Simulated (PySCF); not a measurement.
Consider C$_{5}$H$_{7}$NO (SMILES CC(=O)CCC#N).

```xyz
14

C    -2.1959    0.1118    0.4393
C    -0.9303    0.5880   -0.2247
O    -0.8556    1.6191   -0.8398
C     0.2564   -0.3413   -0.0433
C     1.5341    0.2619   -0.6362
C     2.6480   -0.6338   -0.4711
N     3.5174   -1.3619   -0.3267
H    -2.0940    0.2244    1.5175
H    -3.0394    0.7090    0.1040
H    -2.3746   -0.9387    0.2257
H     0.0276   -1.2915   -0.5333
H     0.3877   -0.5481    1.0214
H     1.3902    0.4631   -1.7014
H     1.7632    1.2112   -0.1440
```

Geometry: GFN2-xTB.

These are results of mPW1PW91/pcSseg-1, SCF density, in a benzene solvent model, non-relativistic (PySCF 2.14.0), not measurements.

Q: What can the converged electron density and electron localisation function tell about the bonding?

A: C–N (1.14 Å): ρ at the midpoint is about 3.6 e/Å³; the ELF peaks at about 0.85 between the atoms: a short, multiple covalent bond.
C–O (1.20 Å): the density is about 3.3 e/Å³ at the midpoint; the ELF peaks at about 0.85 between the atoms: a multiple bond.
C–C (1.44 Å): the density is about 1.9 e/Å³ at the midpoint; the ELF peaks at about 0.95 between the atoms, as expected for localised, covalent bonding.
C–H (1.09 Å): the density is about 2 e/Å³ at the midpoint; the ELF climbs to about 1 towards the hydrogen, as it does in any bond to H: a covalent bond by its length.

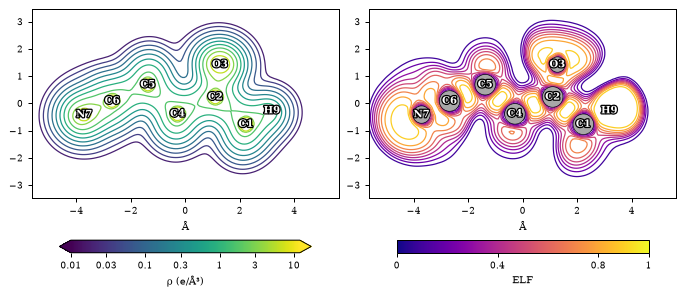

Computed electron density and electron localisation function on the plane of atoms O3, C2 and C4, in this order. Grey discs cover the atomic cores in the ELF map. 
